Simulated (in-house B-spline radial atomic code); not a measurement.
**Mo¹⁹⁺: G0W0 and RPA against the share of exact exchange in the start**

Question: is there a share of exact exchange at which G0W0 leaves the highest level of Mo¹⁹⁺ where the start put it?

Program: an in-house B-spline radial atomic code, version 1. Level of theory: RPA, second order, AC-SOSEX and G0W0 (contour deformation) on a scalar-relativistic mean field, all electrons; no spin-orbit coupling, Breit or QED terms, no two-electron picture change. These are calculated values, not measurements, unless marked.

### Step 1. The system

- element: molybdenum (Z = 42)
- charge: +19
- electrons: 23
- configuration: [Ar] 3d5
- Hamiltonian: scalar-relativistic (spin-free one-electron X2C), finite nucleus
- shares of exact exchange: 0.00, 0.10, 0.20, 0.30, 0.40, 0.50, 0.60, 0.70, 0.80, 0.90, 1.00

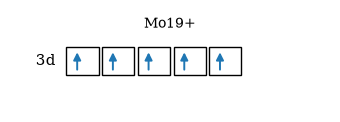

Outer shells as boxes.

### Step 2. 0 % exact exchange

Settings of the run:

```ini
Z = 42
electrons = 23.0
configuration = [Ar] 3d5
hamiltonian = x2c
method = pbeh
lmax = 9
exact_exchange_fraction = 0.0
rms_radius = 4.4091
spin_polarised = True
box_radius = 4.23
intervals = 64
```

Started as:

```bash
$ python run_gw.py task.json out
```

task.json lists these runs, among others, and the program works through them in turn.

After this run come: 10 % exact exchange; 20 % exact exchange; 30 % exact exchange; 40 % exact exchange; 50 % exact exchange; 60 % exact exchange; 70 % exact exchange; 80 % exact exchange; 90 % exact exchange; 100 % exact exchange.

**Question.** What will these runs give? Wanted: highest level, mean field; highest level, G0W0; RPA correlation energy; RPA+SOSEX.

As calculated:

| quantity | value |
| --- | --- |
| highest level, mean field (range over the runs) | -837.37 to -802.45 eV |
| highest level, G0W0 (range over the runs) | -834.28 to -833.74 eV |
| RPA correlation energy | -1.718 to -1.620 hartree |
| RPA+SOSEX | -1.1435 to -1.0810 hartree |
| tabulated theoretical ionisation energy (3d shell) | 829.00 ± 4 eV (NIST Atomic Spectra Database, ionization energies) |
| G0W0 removal energy less that value | +4.74 to +5.28 eV |

G0W0 turns a spread of 34.9 eV among the starts into one of 0.54 eV, 1.5 % of it. Without exact exchange the level is bound too weakly, and G0W0 lowers it by 31 eV. The correction changes sign near 91 % exact exchange, where the start's level already equals its G0W0 level. The RPA energy is largest in size at 0 % exact exchange and smallest at 100 % exact exchange, 5.7 % apart; over the runs it loosely follows the gap of the start, as smaller excitation energies give more correlation. All runs miss the tabulated theoretical ionisation energy, 829.00 ± 4 eV, by about +5.06 eV (+0.61 %), far more than they differ among themselves. The tabulated value's own uncertainty covers most of the miss, so the miss is not established.
